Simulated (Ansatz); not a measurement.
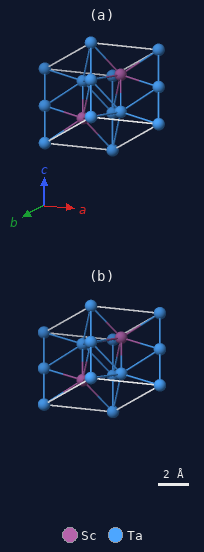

The structure of crystalline ScTa₂ (a generated structure, set up in P6_3/mmc) before (top) and after (bottom) a relaxation, at one scale.

Style: ball-and-stick. Shown: the cell of the calculation, from a free direction.

These are results of DFT PBE, scalar-relativistic, plane waves, PAW (Ansatz), not measurements.

Input
```yaml
crystal:
  lattice:
    - [4.74652767, 0.0, 0.0]
    - [-2.37326383, 4.11061354, 0.0]
    - [0.0, 0.0, 5.91706496]
  atoms:
    - { symbol: Sc, position: [0.33333333, 0.66666667, 0.25] }
    - { symbol: Sc, position: [0.66666667, 0.33333333, 0.75] }
    - { symbol: Ta, position: [0.0, 0.0, 0.0] }
    - { symbol: Ta, position: [0.66666667, 0.33333333, 0.25] }
    - { symbol: Ta, position: [0.33333333, 0.66666667, 0.75] }
    - { symbol: Ta, position: [0.0, 0.0, 0.5] }
basis:
  ecutwfc: 420
kpoints:
  mp_grid: { grid: [12, 12, 6] }
hamiltonian:
  xc: pbe
scf:
  occupations: { method: gaussian, width: 0.1 }
output:
  forces: true
  stress: true
  eigenvalues: true
relax:
  adjacent_minimum: "off"
  f_tol: 0.01
  max_steps: 80
  cell: { stress_tol: 0.05 }
```

Command:
```bash
ansatz run input.yaml --threads 1 --pin off --max-ram 2560MiB --backend cpu --events-out ev --progress --plain --runs-dir out
```

### Describe what moved and what it gained.

The energy falls by 0.126 eV per cell of the calculation in 4 accepted moves (5 points after the start). All forces vanish by symmetry, so only the cell relaxes. Pressure: 0.86 GPa at the start and 0.00 GPa at the end. The SCF was repeated once at an unchanged geometry on a basis and grid sized afresh for the cell, which shifted the energy by 0.5 meV per cell of the calculation at most. The atoms keep their places relative to the cell (all moves are under 0.005 Å). Cell: a = b 4.747 → 4.838 Å (+1.9 %), c 5.917 → 5.737 Å (−3.0 %). Volume +0.7 %. Among the contacts that change: Ta3–Ta6 2.959 → 2.869 Å, Sc1–Ta5 2.959 → 2.869 Å, Sc1–Ta4 2.740 → 2.793 Å, Ta3–Ta4 3.114 → 3.140 Å. The space group stays P6_3/mmc (No. 194).
